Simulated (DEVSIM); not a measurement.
Device: abrupt GaAs n-p junction, at 300 K.

```csv
layer (left to right),material,thickness (μm),Nd (cm⁻³),Na (cm⁻³),τn (s),τp (s)
1,GaAs,2.60,5.4e14,-,7.9e-9,7.9e-9
2,GaAs,8.80,-,1.6e17,7.9e-9,7.9e-9
```

Left contact: ohmic. Right contact: ohmic. Voltage is applied to the left contact. Recombination: SRH at mid-gap, Auger. Mobility is constant in doping.

The device is made up for the run: typed textbook-type constants, with dimensions and the other settings drawn at random. Values at 300 K.

| parameter | GaAs |
|---|---|
| gap (eV) | 1.424 |
| affinity (eV) | 4.07 |
| permittivity | 12.9 |
| Nc (cm⁻³) | 4.7e17 |
| Nv (cm⁻³) | 9e18 |
| μn (cm²/Vs) | 8500 |
| μp (cm²/Vs) | 400 |
| Cn (cm⁶/s) | 1e-30 |
| Cp (cm⁶/s) | 1e-30 |

DEVSIM, 1D drift-diffusion, Boltzmann statistics, complete ionisation; no tunnelling, impact ionisation, image-force lowering or self-heating.

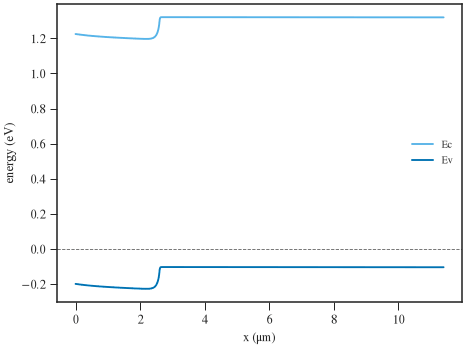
Fig. 1. Band edges at -1.05 V on the left contact

Energies count from the Fermi level of the right contact; mesh points crowd at the junctions.

```
x (μm)   Ec (eV)  Ev (eV)  n (cm⁻³)  p (cm⁻³)  field (V/cm)
-------  -------  -------  --------  --------  ------------
0.000      1.225   -0.199    5.4e14     < 1e2          -250
0.03005    1.224   -0.200    5.6e14    2.0e13          -250
0.09699    1.223   -0.201    5.9e14    6.3e13          -240
0.2461     1.219   -0.205    6.8e14    1.5e14          -220
0.7421     1.211   -0.213    9.4e14    4.0e14          -140
1.583      1.201   -0.223    1.3e15    7.9e14           -90
2.157      1.197   -0.227    1.6e15    1.1e15           -30
2.466      1.210   -0.213    9.3e14    2.2e15          1900
2.553      1.243   -0.181    2.7e14    7.8e15          6600
2.591      1.280   -0.144    6.2e13    3.3e16         15000
2.615      1.314   -0.110    1.7e13    1.2e17          6100
2.693      1.321   -0.103    1.3e13    1.6e17           ≈ 0
2.841      1.321   -0.103    1.3e13    1.6e17           ≈ 0
3.172      1.321   -0.103    1.2e13    1.6e17           ≈ 0
4.289      1.321   -0.103    1.0e13    1.6e17           ≈ 0
6.435      1.321   -0.104    7.0e12    1.6e17           ≈ 0
9.113      1.320   -0.104    3.2e12    1.6e17           ≈ 0
10.40      1.320   -0.104    1.4e12    1.6e17           ≈ 0
11.08      1.320   -0.104    4.5e11    1.6e17           ≈ 0
11.27      1.320   -0.104    1.8e11    1.6e17           ≈ 0
11.35      1.320   -0.104    6.5e10    1.6e17           ≈ 0
11.40      1.320   -0.104     < 1e2    1.6e17           ≈ 0
```
